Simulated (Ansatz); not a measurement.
# SiH3F + GeH2: a complex and its separated parts, part 2 of 2

Ansatz 0.2.0, Gaussian basis. The steps go on from the part before.

## Step 6: Vibrations of SiH3F

File vib-parta/in.yaml:

```yaml
crystal:
  periodic: [false, false, false]
  atoms:
    - {symbol: Si, position_ang: [0.088243, 0.000304, 1.408443]}
    - {symbol: F, position_ang: [0.510833, -0.552529, -0.032185]}
    - {symbol: H, position_ang: [-1.368117, -0.212053, 1.580252]}
    - {symbol: H, position_ang: [0.414842, 1.444406, 1.467604]}
    - {symbol: H, position_ang: [0.848735, -0.748357, 2.436421]}
basis:
  gaussian: {orbitals: def2-TZVP}
hamiltonian: {xc: pbe0, dispersion: d4}
phonons: {temperatures: {t_min: 298.15, t_max: 900, t_step: 200}}
```

What it wrote:

```text
Functional definition: PBE0
  name "PBE0"
  cite "Adamo & Barone, J. Chem. Phys. 110, 6158 (1999) doi:10.1063/1.478522"
  cite "Perdew, Burke & Ernzerhof, Phys. Rev. Lett. 77, 3865 (1996) doi:10.1103/PhysRevLett.77.3865"
  parent pbe
  parameter a = 0.25
  parameter kappa = 0.804
  parameter beta = 0.06672455060314922
  exchange = (1 - a)*pbe_x(kappa = kappa, mu = beta*pi^2/3) + a*exact_x
  correlation = pbe_c(beta = beta)
556 factors; their error is unknown
mean field evaluation 1: about -10638.8775 eV, gradient 3.0e1 eV
mean field evaluation 2: about -10637.2862 eV, gradient 4.6e1 eV
mean field evaluation 4: about -10640.1054 eV, gradient 4.5e-1 eV
mean field evaluation 8: about -10640.1497 eV, gradient 3.5e-3 eV
mean field -10640.14967702 eV, -391.0182884779 hartree, gradient 4.3e-5 eV, S^2 0.000000; 0 other end points of the search recorded, 0 dependent functions left out
the calculation of the forces begins
reference -10640.14970142 eV, -391.0182893748 hartree; 13, 13 occupied and 73, 73 virtual orbitals, 556 factors
[... from here to the last solve, the lines of the solves are left out (17 solves) ...]
556 factors; their error is unknown
mean field -10640.14965999 eV, -391.0182878522 hartree, gradient 2.6e-6 eV, S^2 0.000000; 0 other end points of the search recorded, 0 dependent functions left out
the calculation of the forces begins
reference -10640.14968440 eV, -391.0182887492 hartree; 13, 13 occupied and 73, 73 virtual orbitals, 556 factors
Total energy: -10640.18814780 eV, -391.0197022531 hartree
Atom 0 at     0.088243     0.000304     1.408443 Å, force     0.000029    -0.000041    -0.000144 eV/Å
Atom 1 at     0.510833    -0.552529    -0.032185 Å, force     0.000039    -0.000036     0.000079 eV/Å
Atom 2 at    -1.368117    -0.212053     1.580252 Å, force    -0.000224     0.000102    -0.000025 eV/Å
Atom 3 at     0.414842     1.444406     1.467604 Å, force    -0.000088     0.000230    -0.000034 eV/Å
Atom 4 at     0.848735    -0.748357     2.436421 Å, force     0.000245    -0.000255     0.000123 eV/Å
Dipole moment:    -0.069803     0.091316     0.237946 e Å
Vibrations: 722.39 722.42 880.14 956.10 956.12 987.11 2249.97 2257.41 2257.43 cm⁻¹, zero-point energy 0.743228 eV
```

It took 4.7 s on 4 threads, shared host.

Wavenumbers and character of the modes:

```csv
mode,wavenumber (cm⁻¹),character
1,722,bend
2,722,bend
3,880,Si–F stretch
4,956,bend
5,956,bend
6,987,bend
7,2250,Si–H stretch
8,2257,Si–H stretch
9,2257,Si–H stretch
```

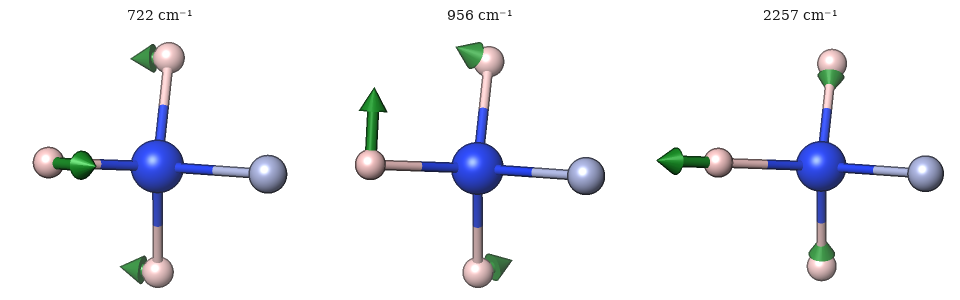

How the atoms move in 3 of the modes.

Vibrational sums (real modes only):

```csv
T (K),entropy (J/mol/K),heat capacity (J/mol/K)
298,4.3,14.1
498,16.0,31.8
698,28.8,43.6
898,40.8,51.7
```

## Step 7: Vibrations of GeH2

File vib-partb/in.yaml:

```yaml
crystal:
  periodic: [false, false, false]
  atoms:
    - {symbol: Ge, position_ang: [-0.566732, 0.481543, -1.855061]}
    - {symbol: H, position_ang: [-0.791264, -0.979798, -2.451464]}
    - {symbol: H, position_ang: [0.863557, 0.566584, -2.554109]}
basis:
  gaussian: {orbitals: def2-TZVP}
hamiltonian: {xc: pbe0, dispersion: d4}
phonons: {temperatures: {t_min: 298.15, t_max: 900, t_step: 200}}
```

What it wrote:

```text
[... 10 set-up lines as earlier in the session ...]
489 factors; their error is unknown
mean field evaluation 1: about -56541.1989 eV, gradient 1.5e1 eV
mean field evaluation 2: about -56541.3947 eV, gradient 1.3e1 eV
mean field evaluation 4: about -56541.5989 eV, gradient 3.7e-1 eV
mean field evaluation 8: about -56541.8741 eV, gradient 1.6e-3 eV
mean field -56541.87409500 eV, -2077.8755475323 hartree, gradient 1.1e-5 eV, S^2 0.000000; 0 other end points of the search recorded, 0 dependent functions left out
the calculation of the forces begins
reference -56541.87411402 eV, -2077.8755482315 hartree; 17, 17 occupied and 43, 43 virtual orbitals, 489 factors
these checks for a lower state are left out or cut short: stability, starts, cluster_reference, orbital_swaps, neighbouring_geometries, increment
489 factors; their error is unknown
mean field evaluation 16: about -56541.8741 eV, gradient 2.8e-5 eV
mean field -56541.87406607 eV, -2077.8755464692 hartree, gradient 2.1e-6 eV, S^2 0.000000; 0 other end points of the search recorded, 0 dependent functions left out
the calculation of the forces begins
reference -56541.87408509 eV, -2077.8755471683 hartree; 17, 17 occupied and 43, 43 virtual orbitals, 489 factors
these checks for a lower state are left out or cut short: stability, starts, cluster_reference, orbital_swaps, neighbouring_geometries, increment
489 factors; their error is unknown
mean field -56541.87406190 eV, -2077.8755463160 hartree, gradient 4.5e-7 eV, S^2 0.000000; 0 other end points of the search recorded, 0 dependent functions left out
the calculation of the forces begins
reference -56541.87408092 eV, -2077.8755470152 hartree; 17, 17 occupied and 43, 43 virtual orbitals, 489 factors
these checks for a lower state are left out or cut short: stability, starts, cluster_reference, orbital_swaps, neighbouring_geometries, increment
489 factors; their error is unknown
mean field evaluation 32: about -56541.8741 eV, gradient 2.1e-6 eV
mean field -56541.87408949 eV, -2077.8755473301 hartree, gradient 2.1e-6 eV, S^2 0.000000; 0 other end points of the search recorded, 0 dependent functions left out
the calculation of the forces begins
reference -56541.87410852 eV, -2077.8755480292 hartree; 17, 17 occupied and 43, 43 virtual orbitals, 489 factors
these checks for a lower state are left out or cut short: stability, starts, cluster_reference, orbital_swaps, neighbouring_geometries, increment
489 factors; their error is unknown
mean field -56541.87409043 eV, -2077.8755473647 hartree, gradient 6.6e-7 eV, S^2 0.000000; 0 other end points of the search recorded, 0 dependent functions left out
the calculation of the forces begins
reference -56541.87410946 eV, -2077.8755480638 hartree; 17, 17 occupied and 43, 43 virtual orbitals, 489 factors
these checks for a lower state are left out or cut short: stability, starts, cluster_reference, orbital_swaps, neighbouring_geometries, increment
489 factors; their error is unknown
mean field -56541.87407525 eV, -2077.8755468067 hartree, gradient 1.4e-6 eV, S^2 0.000000; 0 other end points of the search recorded, 0 dependent functions left out
the calculation of the forces begins
reference -56541.87409427 eV, -2077.8755475058 hartree; 17, 17 occupied and 43, 43 virtual orbitals, 489 factors
these checks for a lower state are left out or cut short: stability, starts, cluster_reference, orbital_swaps, neighbouring_geometries, increment
489 factors; their error is unknown
mean field -56541.87407208 eV, -2077.8755466904 hartree, gradient 2.5e-6 eV, S^2 0.000000; 0 other end points of the search recorded, 0 dependent functions left out
the calculation of the forces begins
reference -56541.87409111 eV, -2077.8755473895 hartree; 17, 17 occupied and 43, 43 virtual orbitals, 489 factors
Total energy: -56541.89297131 eV, -2077.8762412242 hartree
Atom 0 at    -0.566732     0.481543    -1.855061 Å, force     0.000055    -0.000062    -0.000059 eV/Å
Atom 1 at    -0.791264    -0.979798    -2.451464 Å, force     0.000074     0.000126     0.000023 eV/Å
Atom 2 at     0.863557     0.566584    -2.554109 Å, force    -0.000129    -0.000064     0.000036 eV/Å
Dipole moment:    -0.016724     0.019089     0.017968 e Å
Vibrations: 934.42 1927.74 1937.19 cm⁻¹, zero-point energy 0.297522 eV
```

It took 1.2 s on 4 threads, shared host.

The modes, with what each moves most:

```csv
mode,wavenumber (cm⁻¹),character
1,934,bend
2,1928,Ge–H stretch
3,1937,Ge–H stretch
```

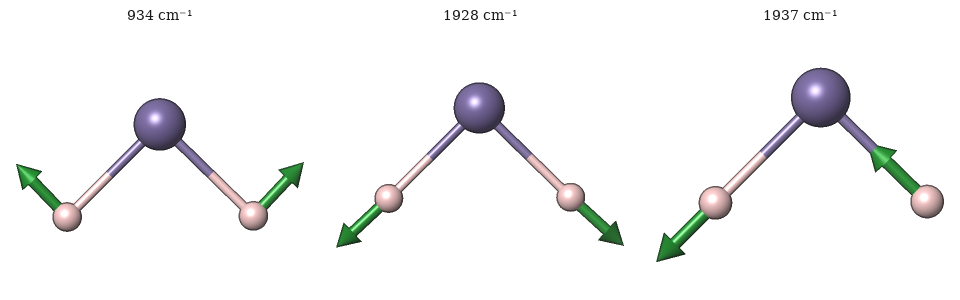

How the atoms move in 3 of the modes.

Vibrational sums (real modes only):

```csv
T (K),entropy (J/mol/K),heat capacity (J/mol/K)
298,0.5,2.0
498,2.6,6.7
698,5.6,11.3
898,8.9,14.8
```

## Step 8: Complex less separated parts

The complex's own energies come from single points at the same levels. Levels not printed above were run the same way.

Rows are in def2-TZVPP; times add the 3 runs of a level on a shared host, so small differences are noise.

Differences are taken before rounding.

```csv
method,rung,complex less parts (kJ/mol),from CCSD(T) (kJ/mol),time
SPW92,LDA,-48.1,-26.3,1.2 s
PBE-D4,GGA,-31.3,-9.5,1.8 s
BLYP-D4,GGA,-27.9,-6.1,1.8 s
r2SCAN-D4,meta-GGA,-32.3,-10.5,4 s
B97M-V,meta-GGA,-27.9,-6.1,7.2 s
PBE0-D4,hybrid,-28.4,-6.6,2.5 s
B3LYP-D4,hybrid,-26.9,-5.1,2.4 s
r2SCAN0-D4,hybrid,-29.7,-7.9,4.3 s
BHLYP-D4,hybrid,-27.3,-5.5,2.1 s
CAM-B3LYP-D4,range-separated hybrid,-27.6,-5.8,2.9 s
wB97X-V,range-separated hybrid,-26.5,-4.6,6.1 s
wB97M-V,range-separated hybrid,-27.5,-5.7,7.2 s
B2PLYP,double hybrid,-19.6,+2.3,3.9 s
PBE-QIDH,double hybrid,-23.9,-2.1,4.2 s
RPA on PBE,RPA,-16.5,+5.3,3.7 s
Hartree-Fock,wavefunction,-3.1,+18.7,
MP2,wavefunction,-24.8,-3.0,
CCSD,wavefunction,-18.5,+3.3,
CCSD(T),wavefunction,-21.8,0,42 s
```

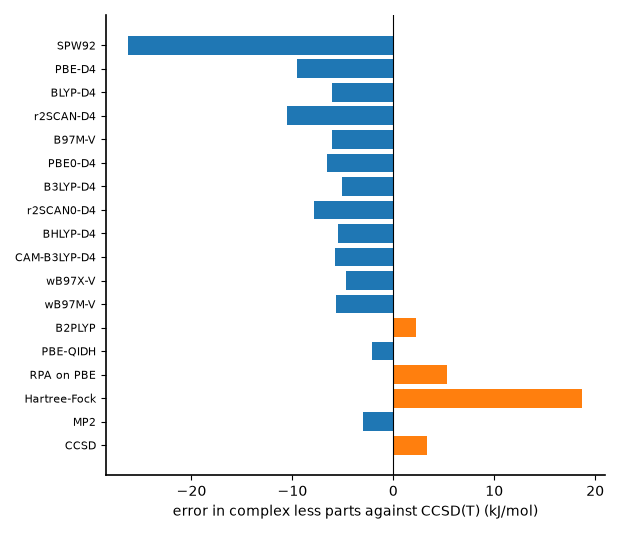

Error of each method against CCSD(T).

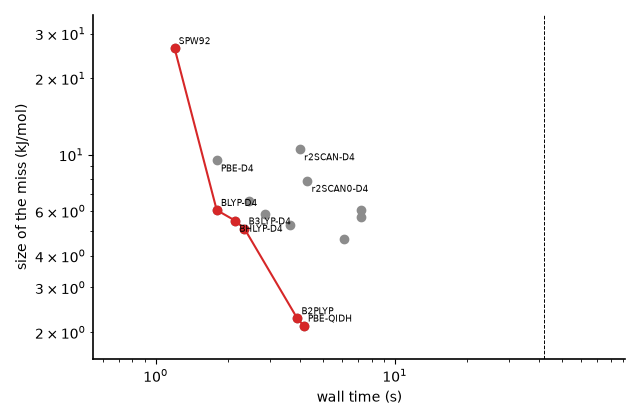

Accuracy for the time spent; red marks the levels that beat every quicker one drawn (of those quicker than the yardstick), and the dashed line is the time of CCSD(T). Only those levels and the largest misses are named. Times are from a shared host.

PBE-QIDH reaches 2.1 kJ/mol from the reference in 4.2 s, where CCSD(T) took 42 s; the quickest level in the cost chart, SPW92, takes 1.2 s and misses by 26.3 kJ/mol.

The complex's zero-point energy, from a separate PBE0-D4 run, is 1.116 eV.

## Step 9: What came out

What follows sums up all 2 parts.

| quantity | value |
| --- | --- |
| complex less parts, CCSD(T)/def2-TZVPP | -21.8 kJ/mol |
| with zero-point energy | -14.5 kJ/mol |
| largest T1 diagnostic | 0.014 |

**Reading.** At CCSD(T) the complex lies 21.8 kJ/mol below its parts. The functionals run from PBE-QIDH, off by -2.1 kJ/mol, to SPW92, off by -26.3 kJ/mol, against CCSD(T). Mean unsigned error by rung: LDA 26.3, GGA 7.8, meta-GGA 8.3, hybrid 6.3, range-separated hybrid 5.4, double hybrid 2.2 kJ/mol. PBE-D4 gives a relative energy 9.5 kJ/mol too low, outside chemical accuracy (1 kcal/mol, 4.2 kJ/mol). No counterpoise was applied, and triple zeta lacks some correlation, so the CCSD(T) reference has a basis error of its own, and close matches with it are partly luck. The restricted Hartree–Fock reference is unstable towards an unrestricted one at one or more of these structures.
